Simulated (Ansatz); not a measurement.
# Calculations on SiNH2O

## 1. Relaxation

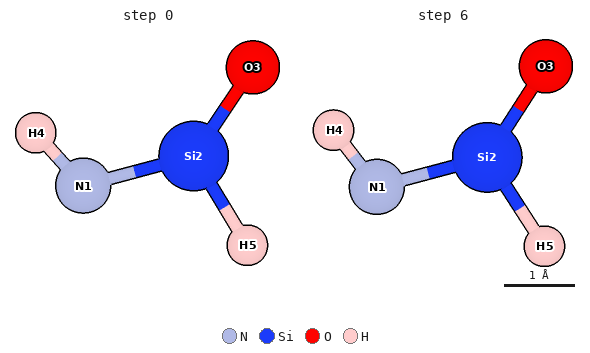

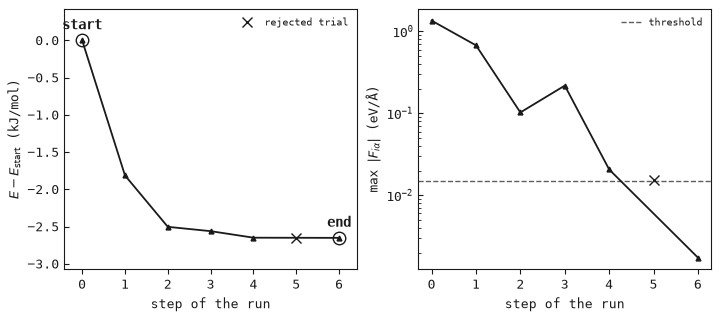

First and last geometry of a relaxation of SiNH$_{2}$O (charge −1), with the history of the run. The picture is a ball-and-stick view, seen face on.

The run prepares an end point of a later path (torsion) calculation, from a guessed geometry.

These are results of RKS r2SCANh/def2-SVP in Ansatz 0.2.0, not measurements.

Input file:
```yaml
crystal:
  periodic: [false, false, false]
  atoms:
    - { symbol: "N", position_ang: [-0.68868, -0.99441, -0.02762] }
    - { symbol: Si, position_ang: [0.34117, 0.28162, 0.06266] }
    - { symbol: O, position_ang: [0.35821, 1.78128, -0.27957] }
    - { symbol: H, position_ang: [-1.61275, -0.80812, -0.41725] }
    - { symbol: H, position_ang: [1.60205, -0.26037, 0.66177] }
total_charge: -1
basis:
  gaussian: { orbitals: def2-SVP }
hamiltonian:
  xc: r2scanh
relax:
  f_tol: 0.015
  max_steps: 40
output:
  orbitals: {}
```

Run as
```bash
ansatz run input.yaml --threads 1 --pin off --max-ram 2048MiB --backend cpu --events-out ev --progress --plain --runs-dir out
```

> Did the run converge, and what did it change?

It converged. The atom that moves furthest after the best rigid fit is H4 (0.054 Å). Largest moves by element: H 0.054 Å, O 0.033 Å, Si 0.029 Å, N 0.027 Å. Among the contacts that change: Si2–O3 1.538 → 1.564 Å, Si2–H5 1.497 → 1.519 Å, N1–H4 1.020 → 1.025 Å. Bond angles that change, for instance: Si2–N1–H4 116.6° → 112.1°. After 5 accepted moves (6 points after the start) the energy has fallen by 2.65 kJ/mol. The largest force component goes from 1.4 to 0.0017 eV/Å. The line search rejected the trial step at point 5 of the run. Cost: 13 s on 1 thread of Arm Neoverse V2 (shared host), peak memory 0.14 GiB.

Limits of the set-up: the basis has no diffuse functions, which an anion needs.

## 2. Relaxation

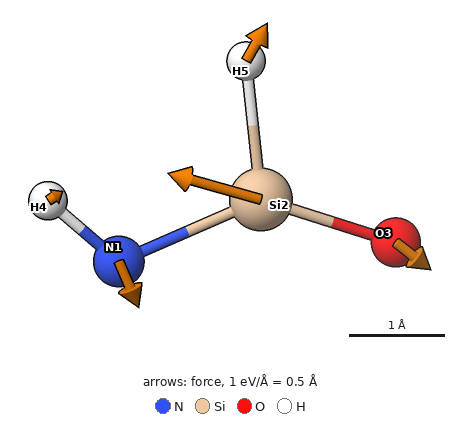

Starting geometry of SiNH2O (charge −1) with the computed forces as orange arrows. The picture is a ball-and-stick view, seen at a tilt.

The run prepares an end point of a later path (torsion) calculation, from a guessed geometry.

Method: RKS r2SCANh/def2-SVP in Ansatz.

Input file:
```yaml
crystal:
  periodic: [false, false, false]
  atoms:
    - { symbol: "N", position_ang: [-0.68868, -0.99441, -0.02762] }
    - { symbol: Si, position_ang: [0.34117, 0.28162, 0.06266] }
    - { symbol: O, position_ang: [1.77537, 0.5801, 0.53211] }
    - { symbol: H, position_ang: [-1.61275, -0.80812, -0.41725] }
    - { symbol: H, position_ang: [-0.4149, 1.4491, -0.4922] }
total_charge: -1
basis:
  gaussian: { orbitals: def2-SVP }
hamiltonian:
  xc: r2scanh
relax:
  f_tol: 0.015
  max_steps: 40
```

Run as
```bash
ansatz run input.yaml --threads 1 --pin off --max-ram 2048MiB --backend cpu --events-out ev --progress --plain --runs-dir out
```

Is this structure relaxed? If not, where do the atoms go?

Answer. It isn't relaxed: the largest force vector, on Si2, is 2.12 eV/Å. The final displacements follow the starting forces only in part (cosine between the two patterns 0.61). Over 5 accepted moves (6 points after the start) the energy falls by 3.51 kcal/mol. The largest force component goes from 2 to 0.0064 eV/Å. The line search rejected the trial step at point 3 of the run. The largest move after the best rigid fit is that of H5, 0.12 Å. Largest moves by element: H 0.12 Å, N 0.08 Å, Si 0.07 Å, O 0.06 Å. Near-neighbour distances that change, for instance: Si2–H5 1.498 → 1.539 Å, Si2–O3 1.538 → 1.559 Å, N1–H4 1.020 → 1.025 Å. Bond angles that change, for instance: N1–Si2–H5 105.6° → 115.2°, Si2–N1–H4 116.6° → 108.9°, N1–Si2–O3 138.8° → 131.7°.

Limits of the set-up: the basis has no diffuse functions, which an anion needs.

## 3. Path

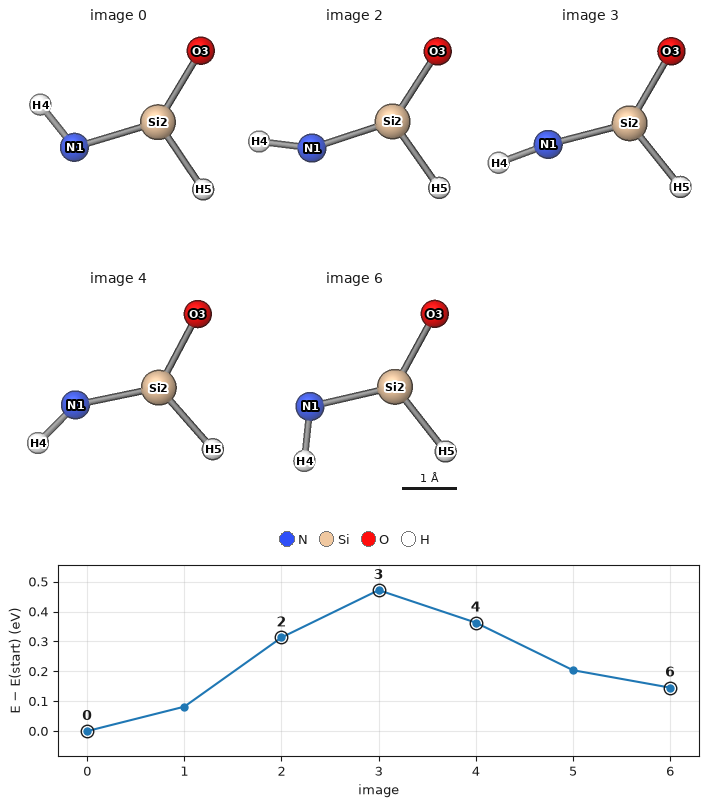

A search for the minimum-energy path of SiNH2O (charge −1) by the nudged elastic band. Images are numbered from 0 (start) to 6 (end). The picture is a ball-and-stick view, seen face on.

Method: RKS r2SCANh/def2-SVP in Ansatz. Run with 5 movable images; climbing image; force threshold 0.05 eV/Å; iteration limit 60; starting path by image-dependent pair potential.

What happens along the path, and what is the barrier?

The energy climbs by 0.47 eV to image 3 and then falls by 0.33 eV, so the end point sits at +0.15 eV. The motion is an in-plane inversion: the angle Si2–N1–H4 opens from 112° to 174° on the way and closes on the other side (109° at the end). No bond forms or breaks between the ends. Among the angles between lasting bonds that change up to the highest image: Si2–N1–H4 112.1° → 174.3°, N1–Si2–H5 107.4° → 114.3°. The band converged in 7 iterations, with a climbing image at the top.

Limits of the set-up: the basis has no diffuse functions, which an anion needs.
